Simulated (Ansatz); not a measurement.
**CHBrSi (SMILES C#[Si]Br): density, localisation and related maps**

The calculation's input:

```
crystal:
  periodic: [false, false, false]
  atoms:
    - {symbol: C, position_ang: [0.213720, -1.000690, 0.003220]}
    - {symbol: Br, position_ang: [-1.035401, 2.003031, 1.214445]}
    - {symbol: Si, position_ang: [0.175316, 0.656695, -0.057129]}
    - {symbol: H, position_ang: [0.661475, -1.875386, -0.443487]}
basis:
  gaussian:
    orbitals: def2-TZVPD
hamiltonian:
  xc: {name: PBE0}
output: {forces: true, orbitals: {seedname: orbitals}}
```

Launched as:

```sh
ansatz run input.yaml --threads 2 --pin off --max-ram 4350MiB --events-out events.jsonl --progress --plain --runs-dir runs
```

Geometry: B3LYP-D4/def2-TZVP.

Level of theory: isolated molecule in a Gaussian basis; Kohn-Sham density functional theory, functional PBE0 (Ansatz).

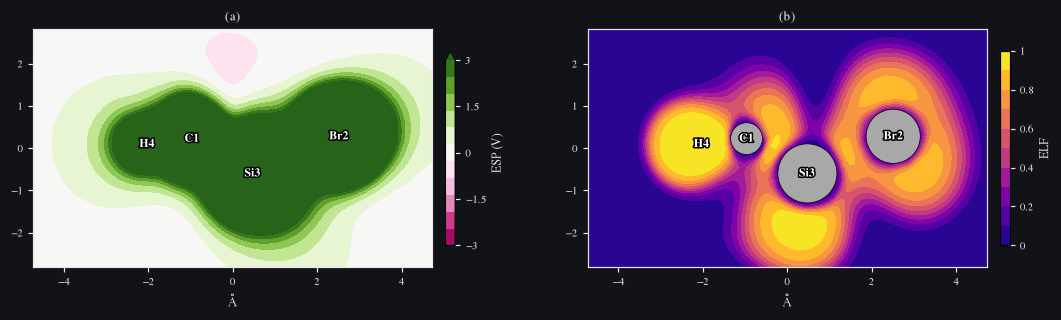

Figure 1. (a) molecular electrostatic potential; (b) ELF on the molecular plane. Grey discs cover the atomic cores in the ELF map.

Question: What does the map show?

Answer: The section cuts through C, Br, Si and H sites. C–Si (1.66 Å): the ELF peaks at about 0.85 between the atoms; localised, covalent bonding. Si–Br (2.21 Å): the ELF peaks at about 0.85 between the atoms; a shared but strongly polarised pair. C–H (1.08 Å): the ELF climbs to about 1 towards the hydrogen, as it does in any bond to H (a covalent bond by its length). The ELF also peaks beside Si3 and Br2, away from the bonds: lone-pair regions. Outside the dense part of the molecule the potential is most negative (−0.4 V) near C1.

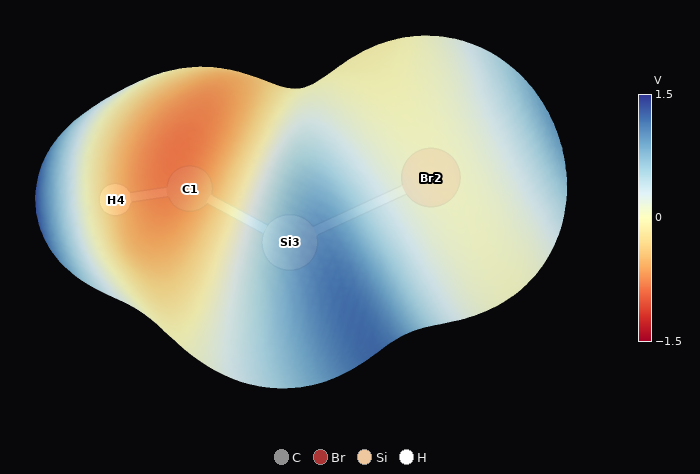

Figure 2. The molecular electrostatic potential painted on the density surface at 0.002 e/bohr³, seen at a tilt; red is negative and blue positive.

Question: Describe the electrostatic potential map.

Answer: The most negative region (about −0.9 V, or −21 kcal/mol for a unit charge) lies over C1 and Si3, the most positive (about +1.3 V, or +30 kcal/mol for a unit charge) over H4. Br2 shows a σ-hole: about +0.9 V, or +21 kcal/mol for a unit charge at the tip opposite its bond, against about 0.0 V on its flanks.

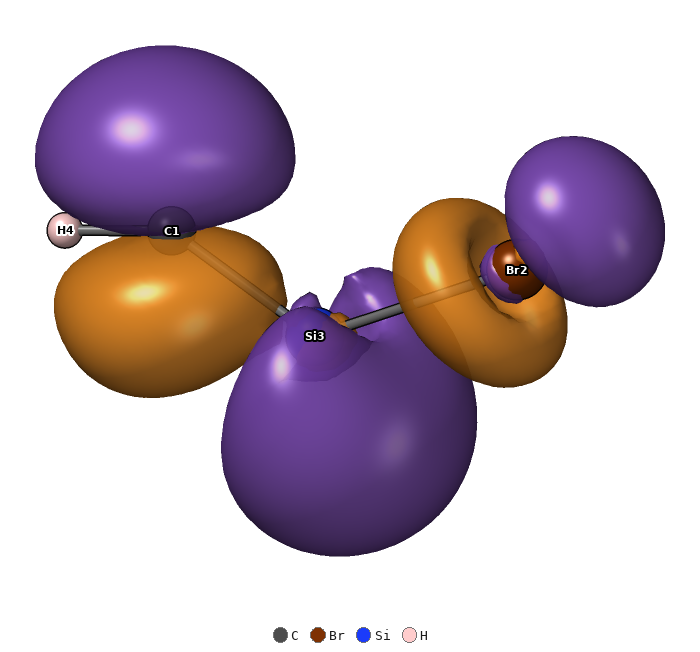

Figure 3. The LUMO at ±0.1 Å⁻³ᐟ² (orange and purple are the two phases), seen at a tilt.

Question: Where does this orbital lie, and at what energy?

Answer: By Hirshfeld shares it lies mainly on C1 (about 40 %), Si3 (about 40 %) and Br2 (about 15 %); it is symmetric in the molecular plane (an in-plane orbital: σ, lone-pair or in-plane π type). Its energy is −3.81 eV.

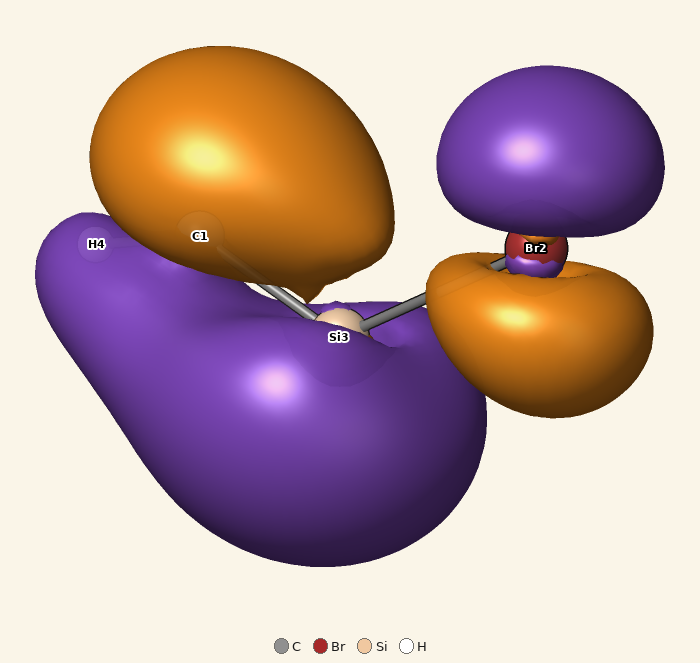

Figure 4. The HOMO−1 at ±0.08 Å⁻³ᐟ² (orange and purple are the two phases), seen at a tilt.

Question: Describe this orbital and give its energy.

Answer: Its weight (Hirshfeld) is mainly on Si3 (about 45 %), C1 (about 35 %) and Br2 (about 15 %); it is symmetric in the molecular plane (an in-plane orbital: σ, lone-pair or in-plane π type). Its energy is −7.54 eV.
